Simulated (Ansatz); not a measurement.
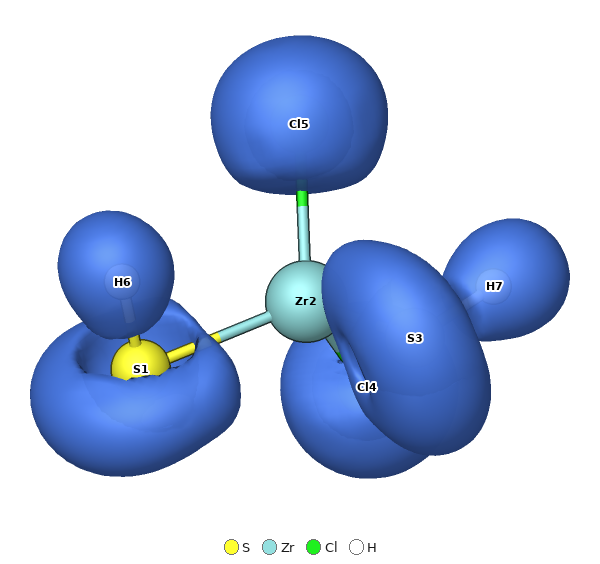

Figure. Cl₂H₂S₂Zr (SMILES [SH][Zr]([SH])([Cl])[Cl]). Isosurface of the ELF at 0.8 (blue), seen from one side. Only the valence region is drawn (cores and ρ < 0.01 e/Å³ removed).

Geometry: PBE0-D4/def2-TZVP; core potentials replace the inner electrons of Zr.

Theory: RKS PBE0-D4/def2-TZVPP (Ansatz).

```tsv
atom	x (Å)	y (Å)	z (Å)
S	-1.7024	-0.2073	1.6070
Zr	-0.2478	-0.1531	-0.3126
S	1.9627	-0.4664	0.6094
Cl	-0.7775	-1.9034	-1.7494
Cl	-0.3300	1.9194	-1.3744
H	-1.4203	1.0946	1.8289
H	2.5152	-0.2839	-0.6088
```

### Identify the bonds, lone pairs and shells in this picture.

At this value the surface marks out two regions around hydrogen nuclei, two regions wrapped around Cl (the valence shell of each) and two regions wrapped around S (the valence shell of each). Profiles from the grid: Zr–Cl (2.33 Å): the ELF peaks at about 0.85 in the valence shell of Cl, 0.8 Å from its nucleus, and is about 0.35 at the midpoint. Zr–S (2.41 Å): the ELF peaks at about 0.85 in the valence shell of S, 0.9 Å from its nucleus, and is about 0.50 at the midpoint.
